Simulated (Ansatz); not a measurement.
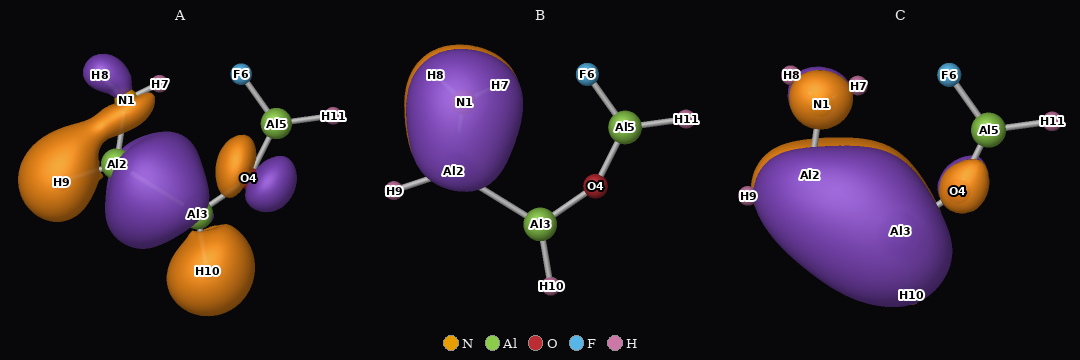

The picture shows: Al3FH5NO (SMILES [NH2][AlH][AlH][O][AlH][F]). Three frontier orbitals at ±0.06 Å⁻³ᐟ² (orange and purple are the two phases), in no order.

Geometry: PBE0-D4/def2-TZVP.

Level of theory: Ansatz, RKS PBE0-D4/def2-TZVPP.

Input

```
crystal:
  periodic: [false, false, false]
  atoms:
    - {symbol: N, position_ang: [-1.696868, 1.167999, 0.061861]}
    - {symbol: Al, position_ang: [-1.202085, 0.548560, -1.520427]}
    - {symbol: Al, position_ang: [0.941194, -0.904656, -1.429241]}
    - {symbol: O, position_ang: [1.591832, -1.065539, 0.140263]}
    - {symbol: Al, position_ang: [1.559912, -0.745567, 1.778516]}
    - {symbol: F, position_ang: [0.326900, 0.194046, 2.363444]}
    - {symbol: H, position_ang: [-1.205313, 0.984990, 0.925309]}
    - {symbol: H, position_ang: [-2.502480, 1.749218, 0.233468]}
    - {symbol: H, position_ang: [-2.114330, 0.951768, -2.762294]}
    - {symbol: H, position_ang: [1.748820, -1.664193, -2.573666]}
    - {symbol: H, position_ang: [2.617615, -1.273626, 2.803468]}
basis:
  gaussian: {orbitals: def2-TZVPP}
hamiltonian: {xc: pbe0, dispersion: d4}
output: {orbitals: {seedname: orbitals}}
```

Run with:

```sh
ansatz run in.yaml --threads 4 --pin off --events-out ev --progress --plain --max-ram 10444MiB
```

**Order the three orbitals by energy and name them.**

B is the HOMO−1 (−7.41 eV). Its weight (Hirshfeld) is mainly on N1 (about 70 %) and Al2 (about 15 %); it changes sign across the molecular plane (π type). A is the HOMO (−6.73 eV). Its weight (Hirshfeld) is mainly on Al3 (about 35 %), Al2 (about 35 %), H10 (about 15 %), H9 (about 10 %) and O4 (about 5 %); it is symmetric in the molecular plane (an in-plane orbital: σ, lone-pair or in-plane π type). C is the LUMO (−2.05 eV). By Hirshfeld shares it lies mainly on Al3 (about 50 %) and Al2 (about 35 %); it changes sign across the molecular plane (π type); π-bonding across Al2–Al3.

**What is the HOMO–LUMO gap?**

4.68 eV between the orbital energies.
